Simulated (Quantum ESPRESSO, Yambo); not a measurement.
# A GW chain in Yambo: Al2O3 (Corundum), part 3 of 3

Aim: the G0W0 gap of Al2O3 (Corundum) on PBE, step by step.

Quantum ESPRESSO 7.5 and Yambo 5.3.0; PBE and many-body steps on it, plane waves. Known limits of the many-body steps: not at the basis limit.

So far. Step 3 (Bands along the symmetry lines): The gap is 6.266 eV, as in the run before at this level. Step 4 (Empty states on the mesh, 4×4×4 mesh, 149 bands): On this mesh the gap is 6.266 eV.

## 6. Screening and self-energy, 4×4×4 mesh, 149 bands, screening to 122.5 eV

G0W0 replaces the xc potential by the self-energy, built once from these orbitals. Only a window of levels is corrected, while the sums run over the empty bands that the input names.

This step: G0W0 on PBE, plane waves, norm-conserving pseudopotentials.

gw1.in reads:

```
HF_and_locXC
gw0
dyson
ppa
em1d
rim_cut
RandQpts= 1000000
RandGvec= 1 RL
EXXRLvcs= 72 Ry
VXCRLvcs= 288 Ry
Chimod= "HARTREE"
% BndsRnXp
 1 | 149 |
%
NGsBlkXp= 9 Ry
% LongDrXp
 1 | 1 | 1 |
%
% GbndRnge
 1 | 149 |
%
DysSolver= "n"
ExtendOut
PPAPntXp= 27.21138 eV
% QPkrange
 1 | 14 | 11 | 26 |
%
```

The run is started by

```
$ OMP_NUM_THREADS=1 mpirun -n 4 yambo -F gw1.in -J gw1 -C gw1 > gw1.log
```

Output:

```text
 Yambo, version 5.3.0

 [02] CORE Variables Setup
 =========================

  [... cell, symmetries and grids as in the set-up ...]

  [02.05] Energies & Occupations
  ==============================

  [X] === General ===
  [X] Electronic Temperature                        :  0.000000  0.000000 [eV K]
  [X] Bosonic    Temperature                        :  0.000000  0.000000 [eV K]
  [X] Finite Temperature mode                       : no
  [X] El. density                                   :  0.56459E+24 [cm-3]
  [X] Fermi Level                                   :  7.718765 [eV]

  [X] === Gaps and Widths ===
  [X] Conduction Band Min                           :  6.266285 [eV]
  [X] Valence Band Max                              :  0.000000 [eV]
  [X] Filled Bands                                  :  24
  [X] Empty Bands                                   :   25  149
  [X] Direct Gap                                    :  6.266285 [eV]
  [X] Direct Gap localized at k                     :  1
  [X] Indirect Gap                                  :  6.266285 [eV]
  [X] Indirect Gap between kpts                     :  1  1
  [X] Last valence band width                       :  0.549059 [eV]
  [X] 1st conduction band width                     :  3.582157 [eV]

 [03] Transferred momenta grid and indexing
 ==========================================

 IBZ Q-points                                      :  14
 BZ  Q-points                                      :   64

 K/Q-points units:
 rlu = crystal or reduced units; cc = cartesian coordinates; iku = interal k-units

 Q [ 1]         [rlu]:  0.000000  0.000000  0.000000
 Q [ 2]         [rlu]: -0.13482E-16 -0.27360E-16  0.25000
 Q [ 3]         [rlu]:  0.26965E-16  0.54720E-16 -0.50000
 Q [ 4]         [rlu]:  0.86127E-17  0.25000      0.25000
 Q [ 5]         [rlu]: -0.12880E-16  0.25000      0.50000
 Q [ 6]         [rlu]: -0.15111E-16  0.25000     -0.25000
 Q [ 7]         [rlu]:  0.11061E-15 -0.50000     -0.50000
 Q [ 8]         [rlu]:  0.250000  0.250000  0.250000
 Q [ 9]         [rlu]:  0.250000  0.250000  0.500000
 Q [10]         [rlu]:  0.250000  0.250000 -0.250000
 Q [11]         [rlu]:  0.250000  0.500000  0.500000
 Q [12]         [rlu]:  0.250000  0.500000  0.750000
 Q [13]         [rlu]: -0.500000 -0.500000 -0.500000
 Q [14]         [rlu]: -0.25000      0.44742E-17 -0.50000

 [04] Coloumb potential Random Integration (RIM)
 ===============================================

  [04.01] RIM initialization
  ==========================

  * Diagonal components only detected *

  8 x (sBL volume)        :  0.054043 [a.u.]
  sBZ random points       :  1000000
  Points outside the sBZ  :   7967396
  RL volume               :  0.432347 [a.u.]
  Integrated volume       :  0.434116 [a.u.]

  [04.02] RIM integrals
  =====================

  Gamma point sphere radius             :  0.068580 [a.u.]
  Points outside the sphere             :   800626
  [Int_sBZ(q=0) 1/q^2]*(Vol_sBZ)^(-1/3) =:  7.770918
                                 should be <:  7.795600

  Summary of Coulomb integrals for non-metallic bands |Q|[au] RIM/Bare

  Q [1] 0.100000E-4 0.996834 * Q [8] 0.191887 1.041586
  Q [2] 0.211524 1.077508 * Q [4] 0.238781 1.069714
  Q [9] 0.325746 1.027742 * Q [6] 0.349219 1.032846
  Q [11] 0.378062 1.020848 * Q [13] 0.383774 1.015523
  Q [5] 0.398466 1.024401 * Q [14] 0.398466 1.024201
  Q [10] 0.408285 1.024609 * Q [3] 0.423049 1.022144
  Q [7] 0.477561 1.017329 * Q [12] 0.518880 1.013830

 [05] Dipoles
 ============

  [05.01] Setup: observables and procedures
  =========================================

  [WARNING] [x,Vnl] slows the Dipoles computation. To neglect it rename the ns.kb_pp file

 [06] Dynamic Dielectric Matrix (PPA)
 ====================================

 [WR./gw1//ndb.pp]---------------------------------------------------------------
  Brillouin Zone Q/K grids (IBZ/BZ)                :   14   64   14   64
  RL vectors                                       :   7193 [WF]
  Coulomb cutoff potential                         : none
  Electronic Temperature                           :  0.000000 [K]
  Bosonic    Temperature                           :  0.000000 [K]
  PPA    diel. fun.  energies                      : Perdew, Burke & Ernzerhof(X)+Perdew, Burke & Ernzerhof(C)
  wavefunctions                                    : Perdew, Burke & Ernzerhof(X)+Perdew, Burke & Ernzerhof(C)
  Global Gauge                                     : length
  X matrix size                                    :  283
  X band range                                     :    1  149
  X e/h energy range                               : -1.000000 -1.000000 [eV]
  X Time ordering                                  : R
  X Hxc Kernel                                     : HARTREE
  X Drude frequency                                :  0.000000  0.000000
  X poles                                          :  100.0000 [o/o]
  RL vectors in the sum                            :   7193
  [r,Vnl] included                                 : yes
  Field direction                                  :  0.577350E-5  0.577350E-5  0.577350E-5
  BZ energy Double Grid                            : no
  BZ energy DbGd points                            : 0
  BZ Q point size factor                           : -1.000000
  X Optical Averaged directions                    : none

 [07] Local Exchange-Correlation + Non-Local Fock
 ================================================

 [VXC] Plane waves :   47361
 [EXS] Plane waves :   5903

 QP @ state[ 1 ] K range:   1  14
 QP @ state[ 1 ] b range:  11  26

 [xc] Functional : Perdew, Burke & Ernzerhof(X)+Perdew, Burke & Ernzerhof(C)
 [xc] LIBXC used to calculate xc functional
  PP Number of Atomic Species                      :  2
  NLCC RL compoments                               :   47361
  PP Number of Atomic Species                      :  2
  NLCC RL compoments                               :   47361

 [xc] E_xc :  -25.09480 [Ha]
      E_xc :  -50.18961 [Ry]

  Local XC kind (lXC) : Perdew, Burke & Ernzerhof(X)+Perdew, Burke & Ernzerhof(C)
  Non-Local XC kind (nlXC) : Hartree-Fock

  Corrections @ K [1] :  [eV]
 <11|nlXC|11> = -23.53256 -0.94156E-17 <11|lXC|11> = -16.90700 -0.18882E-15
 <12|nlXC|12> = -23.09159 -0.69971E-18 <12|lXC|12> = -16.37484 -0.18882E-15
 <13|nlXC|13> = -23.09158  0.16539E-17 <13|lXC|13> = -16.37483 -0.28323E-15
 <14|nlXC|14> = -22.95174  0.16645E-16 <14|lXC|14> = -16.43414 -0.37763E-15
 <15|nlXC|15> = -23.72613  0.11699E-16 <15|lXC|15> = -17.45346  0.56281E-22
 <16|nlXC|16> = -25.45324 -0.25064E-17 <16|lXC|16> = -19.73078 -0.70806E-16
 <17|nlXC|17> = -25.45324  0.10293E-16 <17|lXC|17> = -19.73078 -0.18882E-15
 <18|nlXC|18> = -25.33157  0.16005E-16 <18|lXC|18> = -19.57793  0.18882E-15
 <19|nlXC|19> = -25.33157  0.11907E-16 <19|lXC|19> = -19.57793  0.37763E-15
 <20|nlXC|20> = -25.57564  0.11501E-16 <20|lXC|20> = -19.73045 -0.18882E-15
[...]
Corrections @ K [2] :  [eV]
[...]
Corrections @ K [3] :  [eV]
[...]
Corrections @ K [4] :  [eV]
[...]
Corrections @ K [5] :  [eV]
[...]
[... 8 further k-points ...]
  Corrections @ K [14] :  [eV]
[...]
<22|nlXC|22> = -25.40913  0.33073E-17 <22|lXC|22> = -19.60290  0.94408E-16
 <23|nlXC|23> = -25.59929 -0.20502E-17 <23|lXC|23> = -19.88899  0.56563E-23
 <24|nlXC|24> = -25.52416  0.11256E-16 <24|lXC|24> = -19.80233 -0.87402E-16
 <25|nlXC|25> = -8.744119  0.69231E-18 <25|lXC|25> = -14.30698  0.17701E-16
 <26|nlXC|26> = -6.997236  0.39039E-19 <26|lXC|26> = -12.64349  0.94408E-16

  [07.01] Hartree-Fock occupations report
  =======================================

  [Hartree-Fock] === General ===
  [Hartree-Fock] Electronic Temperature             :  0.000000  0.000000 [eV K]
  [Hartree-Fock] Bosonic    Temperature             :  0.000000  0.000000 [eV K]
  [Hartree-Fock] Finite Temperature mode            : no
  [Hartree-Fock] El. density                        :  0.56459E+24 [cm-3]
  [Hartree-Fock] Fermi Level                        :  7.718765 [eV]

  [Hartree-Fock] === Gaps and Widths ===
  [Hartree-Fock] Conduction Band Min                :  11.11971 [eV]
  [Hartree-Fock] Valence Band Max                   : -5.440093 [eV]
  [Hartree-Fock] Filled Bands                       :  24
  [Hartree-Fock] Empty Bands                        :   25  149
  [Hartree-Fock] Direct Gap                         :  16.55980 [eV]
  [Hartree-Fock] Direct Gap localized at k          :  1
  [Hartree-Fock] Indirect Gap                       :  16.55980 [eV]
  [Hartree-Fock] Indirect Gap between kpts          :  1  1
  [Hartree-Fock] Last valence band width            :  0.917193 [eV]
  [Hartree-Fock] 1st conduction band width          :  4.379006 [eV]

 [08] Dyson equation: Newton solver
 ==================================

  [08.01] G0W0 (W PPA)
  ====================

  [  GW  ] Bands range     :    1  149
  [GW/PPA] G damping       :  0.100000 [eV]

  QP @ state[ 1 ] K range:   1  14
  QP @ state[ 1 ] b range:  11  26

   Sc/G bands                                       :    1  149
   Sc/G damping                                     :  0.100000 ev
   Sc bands terminator                              : no
   Sx RL components                                 :   5903

   QP @ state[ 1 ] K range                          :   1  14
   QP @ state[ 1 ] b range                          :  11  26
   GF energies kind                                 : Perdew, Burke & Ernzerhof(X)+Perdew, Burke & Ernzerhof(C)
   GF WF`s kind                                     : Perdew, Burke & Ernzerhof(X)+Perdew, Burke & Ernzerhof(C)
   Xs energies kind                                 : Perdew, Burke & Ernzerhof(X)+Perdew, Burke & Ernzerhof(C)
   Xs WF`s kind                                     : Perdew, Burke & Ernzerhof(X)+Perdew, Burke & Ernzerhof(C)

 [11] Game Over & Game summary
```

Elapsed: 41 min, on 4 MPI ranks of Arm Neoverse V1, shared host; peak memory 3.8 GiB; 2.7 h of CPU time.

This step gave:

| Item | Value |
| --- | --- |
| G0W0 gap on the mesh | 8.434 eV |
| starting gap on the mesh | 6.266 eV |
| k of the valence top | 0, 0, 0 |
| k of the conduction bottom | 0, 0, 0 |
| least direct G0W0 gap on the computed points | 8.434 eV |
| Z at the valence top | 0.8190 |
| Z at the conduction bottom | 0.8544 |

The gap on the mesh goes from 6.27 eV to 8.43 eV, a correction of +2.17 eV.

Limits: finite bands, cutoff and mesh. v1 is the top filled band, c1 the lowest empty one. Levels before and after the correction, in eV, zero at the valence-band top of each column:

```
           conduction bottom  valence top
Kohn-Sham               6.27         0.00
     G0W0               8.43         0.00
```

```
             level  energy (eV)
Kohn-Sham     Γ v4       -0.488
Kohn-Sham  Γ v3-v2       -0.045
Kohn-Sham     Γ v1        0.000
Kohn-Sham     Γ c1        6.266
Kohn-Sham     Γ c2        9.188
     G0W0     Γ v4       -0.652
     G0W0  Γ v3-v2       -0.055
     G0W0     Γ v1        0.000
     G0W0     Γ c1        8.434
     G0W0     Γ c2       11.380
```

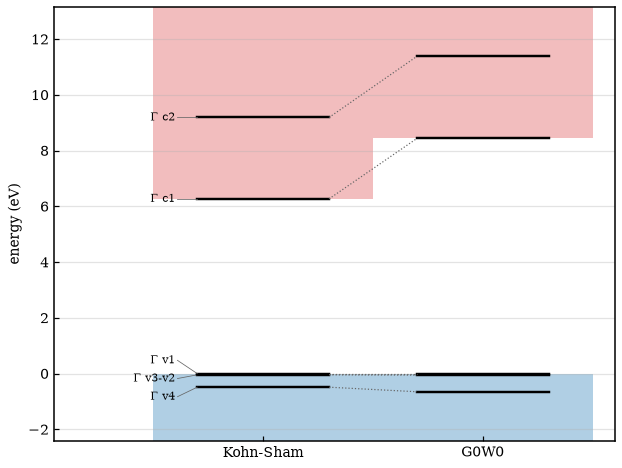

Levels before and after the correction. Shaded: valence and conduction bands.

## 7. Where the time went

Times are wall times on the hardware named with each run, good to a factor of about two.

```
                          step    time  share  memory (GiB)
                  ground state    70 s    3 %          0.49
bands along the symmetry lines    32 s    1 %          0.32
      empty states on the mesh    57 s    2 %          0.55
         conversion and set-up   2.6 s    0 %          0.25
     screening and self-energy  41 min   94 %           3.8
```

## 8. Results

```
PBE gap              : 6.27 eV, direct
G0W0 gap on the mesh : 8.43 eV
GW settings          : 4×4×4 mesh, 149 bands, screening to 122.5 eV, Godby-Needs plasmon pole
known limits         : not at the basis limit
```

In words: G0W0 moves the gap on the mesh from 6.27 eV to 8.43 eV (+2.17 eV), with Z of 0.82 and 0.85 at the edges. The dearest step here is «screening and self-energy». Against experiment, by G0W0@PBE: the gap of 8.43 eV lies −0.27 eV from the measured 8.7 eV (optical, quoted 2018). An exciton line or allowed optical edge lies below the quasiparticle gap by the binding energy; a forbidden edge can push the onset above it. The calculation has static nuclei and no excitons; a measured gap holds zero-point and thermal motion, which mostly lowers it. Bands and cutoff are finite, so the gap is not at the basis limit. The miss can reach some tenths of an eV and take either sign; the mesh is an error of its own.

[Paths, hosts, dates, memory and timing lines, banners, echoed tables and standing remarks are left out of the program output.]

[Logs are printed without paths, hosts, clocks, repeated set-up lines and the standing remarks that a program may print on its own settings, such as how far it seeks lower states.]

[Runs of the session that timed out or met a known fault of the program may be left out.]

[Hosts, paths, dates, database ids (printed as entryN), source tags and the programs' standing remarks are cut or masked in the printed files.]
